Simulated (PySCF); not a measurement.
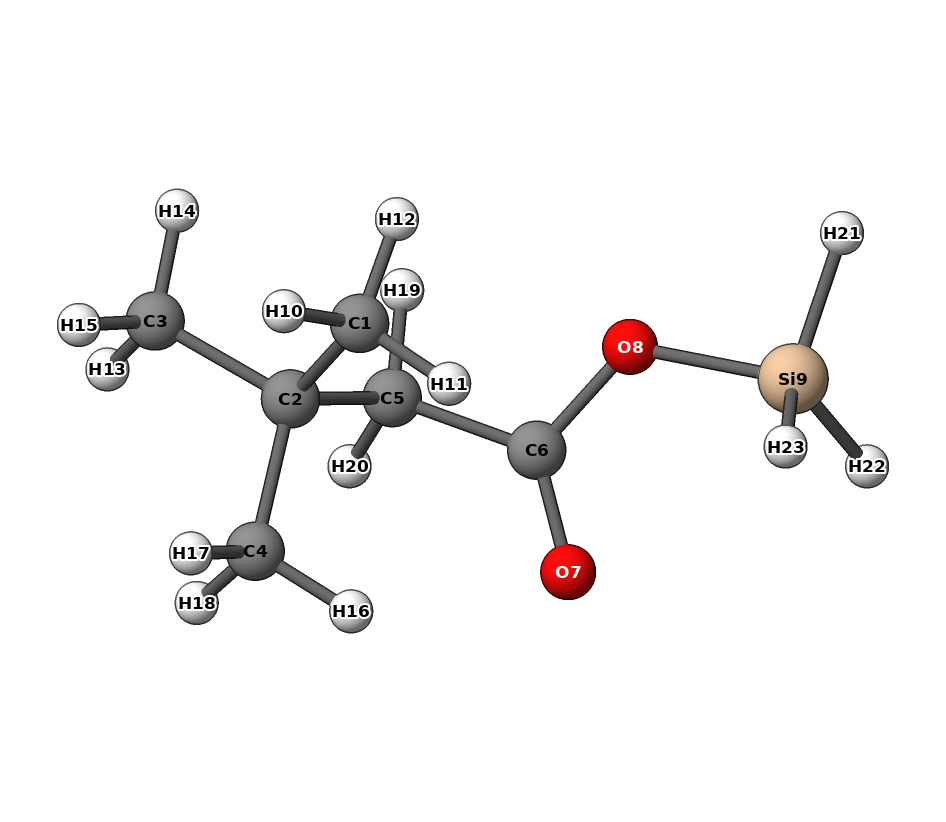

The questions are on isotropic NMR shieldings of the H atoms. Computed geometry: GFN2-xTB optimisation. No frequency run is at hand to confirm it as a minimum. Method: GIAO PBE0/pcSseg-1 NMR shielding, non-relativistic, gas phase (PySCF 2.14.0).

### Which H atom is the most shielded (lowest chemical shift)?

H17 (30.93 ppm).

### Which H atom is the least shielded (highest chemical shift)?

H22, H23 (26.79 ppm).

### How wide is the range of H shifts?

4.14 ppm.

Give the isotropic NMR shieldings of the H atoms atom by atom.

```json
{"atom": "H10", "σ (ppm)": "30.78"}
{"atom": "H11", "σ (ppm)": "30.81"}
{"atom": "H12", "σ (ppm)": "30.57"}
{"atom": "H13", "σ (ppm)": "30.67"}
{"atom": "H14", "σ (ppm)": "30.69"}
{"atom": "H15", "σ (ppm)": "30.63"}
{"atom": "H16", "σ (ppm)": "29.57"}
{"atom": "H17", "σ (ppm)": "30.93"}
{"atom": "H18", "σ (ppm)": "30.89"}
{"atom": "H19", "σ (ppm)": "29.37"}
{"atom": "H20", "σ (ppm)": "29.57"}
{"atom": "H21", "σ (ppm)": "27.24"}
{"atom": "H22", "σ (ppm)": "26.79"}
{"atom": "H23", "σ (ppm)": "26.79"}
```

The geometry is semi-empirical. Around Si such bond lengths and angles can be off by a tenth of an ångström or more and by several degrees, and values that hang on the shape move with them.
